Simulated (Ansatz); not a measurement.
HF···CH$_{3}$ (doublet)

Input

```
crystal:
  periodic: [false, false, false]
  atoms:
    - {symbol: F, position_ang: [0.127501, 0.728828, -2.039452]}
    - {symbol: C, position_ang: [-0.046948, -0.268163, 0.750313]}
    - {symbol: H, position_ang: [-0.940685, -0.847592, 0.562170]}
    - {symbol: H, position_ang: [0.072907, 0.416181, -1.162478]}
    - {symbol: H, position_ang: [0.920101, -0.751147, 0.712466]}
    - {symbol: H, position_ang: [-0.132876, 0.721992, 1.176981]}
basis:
  gaussian: {orbitals: def2-TZVPP}
magnetization: {spin_polarized: true, initial_magnetization: 1}
hamiltonian: {xc: pbe0, dispersion: d4}
output: {orbitals: {seedname: orbitals}}
```

Run with:

```sh
ansatz run in.yaml --threads 2 --pin off --events-out ev --progress --plain --max-ram 4352MiB
```

The product side of a reaction path; geometry: PBE0-D4/def2-TZVP.

Method: Ansatz 0.2.0, UKS PBE0-D4/def2-TZVPP.

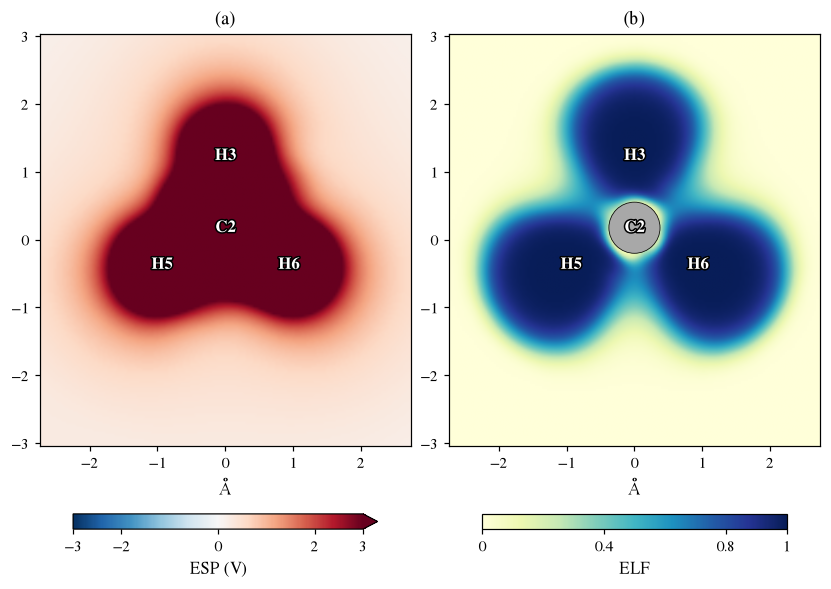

Figure 1. (a) electrostatic potential; (b) ELF on the plane of atoms H5, C2 and H6. Grey discs cover the atomic cores in the ELF map.

Interpret the plot.

Answer.
- Atoms in the plane: C and H.
- C–H (1.08 Å): the ELF climbs to about 1 towards the hydrogen, as it does in any bond to H (an ordinary covalent bond to hydrogen).
- The potential has no marked negative region in this plane.

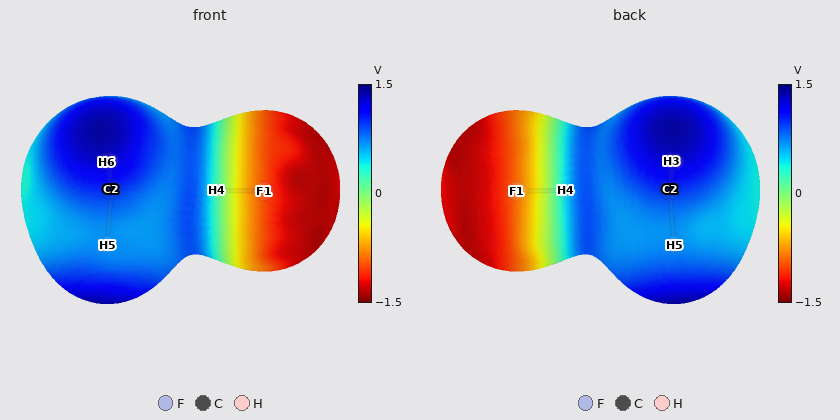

Figure 2. The electrostatic potential painted on the density surface at 0.002 e/bohr³, seen from the front and from behind; red is negative and blue positive.

Describe the electrostatic potential map.

Answer. The most negative region (about −1.4 V) lies over F1, the most positive (about +1.4 V) over H3, H5 and H6.

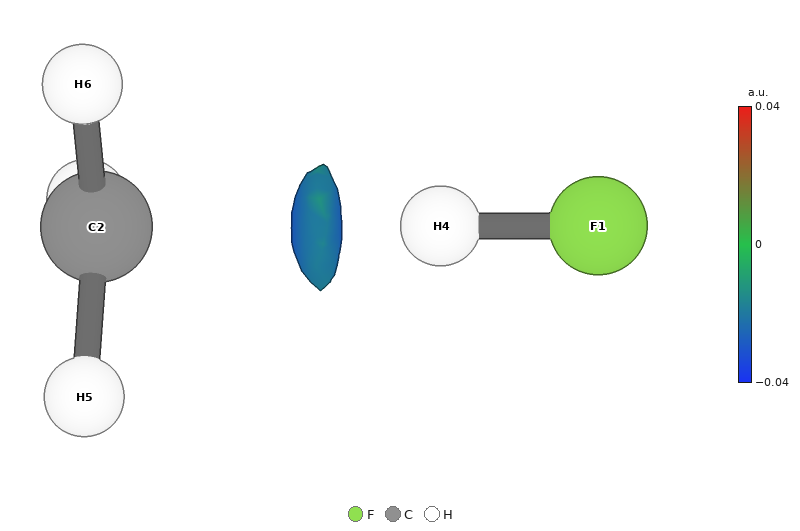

Figure 3. Non-covalent interaction (NCI) plot: the surface where the reduced density gradient is 0.5, for densities under 0.05 a.u., coloured by sign(λ₂)ρ; seen across its widest extent.

Identify the weak interactions.

Answer. H4···C2 (2.0 Å): an attractive contact (blue).
